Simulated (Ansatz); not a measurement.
## Fields on a plane of Al2Au (fluorite type, space group Fm-3m)

```
Al2Au
1.0
    0.00000     3.02996     3.02996
    3.02996     0.00000     3.02996
    3.02996     3.02996     0.00000
Al Au
2 1
Direct
  0.25000   0.25000   0.25000
  0.75000   0.75000   0.75000
  0.00000   0.00000   0.00000
```

The slice is a {110} plane (indices of the conventional cell) through the point (0.000, 0.000, 0.000) (fractional), spanned by u = [100] and v = [1 -1 -1] in vectors of this cell: u (4.29 Å) and v (6.06 Å, at 90° to u). It covers one period; positions are fractions (u, v).

Atoms on it: Al at (0.50, 0.75); Al at (0.50, 0.25); Au at (0.00, 0.00).

Computed with PBE (plane waves to 420 eV, PAW, scalar-relativistic; Ansatz, an electronic-structure program). k mesh 13×13×13. These are valence fields of a PAW run, semicore shells included where kept as valence: close to a nucleus they are smooth pseudo fields. Al2Au was relaxed with its symmetry unable to fall. Spin-orbit coupling is left out, though Au is heavy.

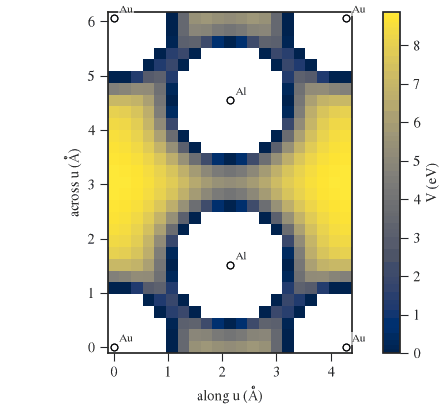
Figure: Electrostatic potential energy of an electron, from the cell's mean, in eV, one period of the plane, atoms marked. Points within 1 Å of a nucleus are left white, as the pseudised field means little there. Values under 0 eV are set to 0. The zero, the cell's mean, hangs on the PAW cores.

```
|xxxxxx775544556677777777776655445577xxxx|
|xxxx7766554466888888778888886644556677xx|
|7777665544558899997766779999885544556677|
|6655554455779999773322337799997755445555|
|444444556688998822xxxxxx2288998866554444|
|4444445577999944xxxxxxxxxx44999977554444|
|4444445577886622xxxxxxxxxx22668877554444|
|3333445566665511xxxxxxxxxx11556666554433|
|222222334444442200xxxxxx0022444444332222|
|1111112233334444332222223344443333221111|
|0000001122334455666666666655443322110000|
|0000000011224455667777776655442211000000|
|0000000011223355667777776655332211000000|
|0000000011223355667777776655332211000000|
|0000000011223355667777776655332211000000|
|0000000011224455667777776655442211000000|
|0000001122334455666666666655443322110000|
|1111112233334444332222223344443333221111|
|222222334444442200xxxxxx0022444444332222|
|3333445566665511xxxxxxxxxx11556666554433|
|4444445577886622xxxxxxxxxx22668877554444|
|4444445577999944xxxxxxxxxx44999977554444|
|444444556688998822xxxxxx2288998866554444|
|6655554455779999773322337799997755445555|
|7777665544558899997766779999885544556677|
|xxxx7766554466888888778888886644556677xx|
|xxxxxx775544556677777777776655445577xxxx|
|xxxxxx775544556677777777776655445577xxxx|
```
Scale: ten equal steps from 0.01 (start of '0') to 0.71 (end of '9'), in the order '0123456789'. Values: electron localisation function (ELF). The map has 20 points along u (two characters each, u = 0 at the left) and 28 along v (v = 0 in the bottom row). Points within 0.5 Å of a nucleus are blanked (x), as the pseudised field means little there.

The density on the Al–Au line (2.62 Å) at its midpoint is 0.39 e/Å³. The ELF at that point is 0.5. ELF maximum in the middle third of the Al–Au line: 0.71, 1.0 Å from Al.
